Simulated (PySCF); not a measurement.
```xyz
7

C    -0.6470   -0.1532   -0.0433
C     0.7884    0.1387   -0.2380
F     1.6843   -0.7001    0.3041
F     1.2077    1.4014   -0.0651
H    -0.9435   -0.0423    1.0076
H    -0.8493   -1.1760   -0.3510
H    -1.2372    0.5364   -0.6414
```

Geometry: GFN2-xTB.

Computed with UKS B3LYP, pcH-1 on C F H, non-relativistic, mean-field spin-orbit, GIAO in PySCF 2.14.0, density-fitted response routines.

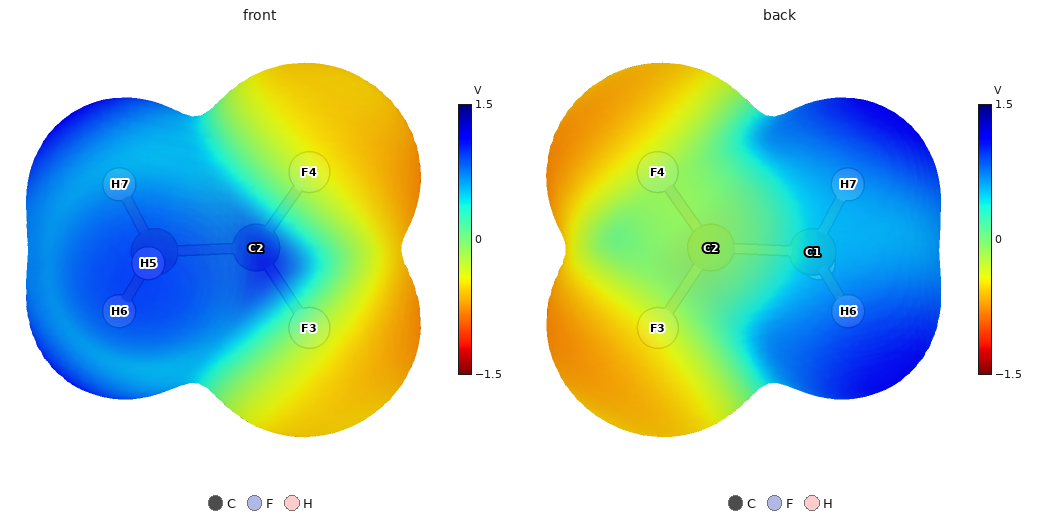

C2H3F2 (SMILES C[C](F)F) (doublet). The molecular electrostatic potential painted on the density surface at 0.002 e/bohr³, seen from the front and from behind; the colour scale runs from red (negative) to blue (positive).

Which sites attract a positive test charge, and which a negative one?

Answer. A positive charge is drawn to the negative regions and a negative charge to the positive ones. The most negative region (about −0.8 V) lies over F3 and F4, the most positive (about +1.2 V) over H6 and H7.
